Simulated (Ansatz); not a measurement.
Convergence study of zone-centre phonons against the mesh for TiCo (Pm-3m, 2 atoms in the cell)

```xyz
2
Lattice="2.9810 0.0000 0.0000 0.0000 2.9810 0.0000 0.0000 0.0000 2.9810" Properties=species:S:1:pos:R:3 pbc="T T T"
Ti     0.0000     0.0000     0.0000
Co     1.4905     1.4905     1.4905
```

Level of theory: LDA (PW92), default PAW files made with PBE (plane waves; Ansatz, a program for electronic structure).

Base settings: basis.ecutwfc = 420 eV; kpoints.mp_grid.grid = 11 11 11; hamiltonian.xc = lda; hamiltonian.pseudopotentials = {kind: paw} (the program's default PAW files); scf.occupations.method = fermi_dirac; scf.occupations.width = 0.1 eV.

In this ladder: phonons.method = dfpt.

Frequencies are those of the unrelaxed cell, without the LO-TO term of polar crystals.

Only quantities that move along the ladder and can be compared are tabulated.

Core times come from one kind of shared machine, to one figure; runs under 30 s give none.

The starting cell has typed, rounded lattice constants, without a prior relaxation at this level. Its lattice was rescaled by up to half a per cent. Spin polarisation is off. In the base run, with a pressure of about -14 GPa the cell is away from its equilibrium volume at this level.

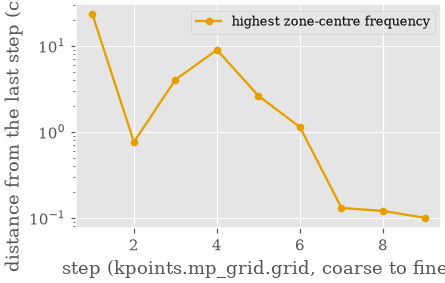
Figure. Distance from the last step along the ladder; very small values are drawn at a floor.

```csv
kpoints.mp_grid.grid,highest zone-centre frequency (cm⁻¹),core time / last (rough)
3 3 3,162.3,–
4 4 4,186.2,–
5 5 5,181.4,–
6 6 6,176.5,–
7 7 7,188.1,–
9 9 9,186.6,–
13 13 13,185.3,–
16 16 16,185.4,0.3
20 20 20,185.5,0.6
25 25 25,185.5,1
```

Coarsest kpoints.mp_grid.grid that holds the highest zone-centre frequency within 1 cm⁻¹ of the last step, with all finer ones: 13 13 13; the step before is off by 1.1 cm⁻¹.

Keys are those of Ansatz 0.2.
